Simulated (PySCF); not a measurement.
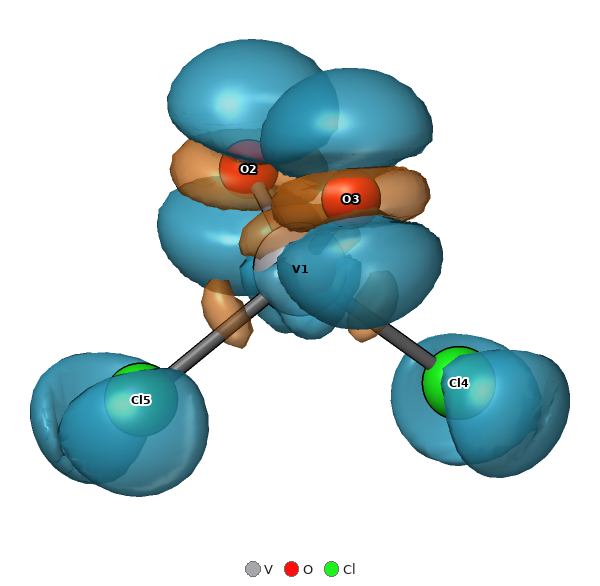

Figure. [VO2Cl2]- (Cl₂O₂V, charge −1). Fukui function f⁻ = ρ(N) − ρ(N−1) at fixed geometry, surfaces at ±0.02 e/Å³ (light blue positive, orange negative).

Level of theory: TPSS/def2-SVPD (PySCF), at a geometry from GFN2-xTB. This is a single-reference result, which may miss multireference character in this system. No frequency check shows the geometry to be a minimum. GFN2-xTB bond lengths at metals and heavier atoms can be off by up to 0.1 Å and shapes distorted, which carries into these values.

Geometry (Å), atoms numbered from 1:

```
V1       0.0001    0.3775    0.0000
O2      -0.0004    1.2165   -1.2829
O3       0.0004    1.2165    1.2829
Cl4      1.6885   -0.8279   -0.0001
Cl5     -1.6885   -0.8278    0.0001
```

> Which atoms respond most to the removal of an electron?

f⁻ (Hirshfeld-condensed) is largest on O2 and O3 (0.22 each), Cl4 and Cl5 (0.20 each) and V1 (0.15); the vertical detachment energy is 5.14 eV (the stability of the neutral species's solution wasn't checked). Condensed values hint at sites of electrophilic attack but needn't mark the atom that reacts. Shares this close don't rank the sites. Orbital relaxation makes it negative in places (0.22 e in all).

```tsv
atom	f⁻	charge
V1	+0.15	+0.30
O2	+0.22	−0.38
O3	+0.22	−0.38
Cl4	+0.20	−0.27
Cl5	+0.20	−0.27
```

The PySCF run took 45 s on 1 thread of AMD EPYC 9R45 96-Core Processor (Zen 5), on a shared host, peak memory 0.61 GiB.
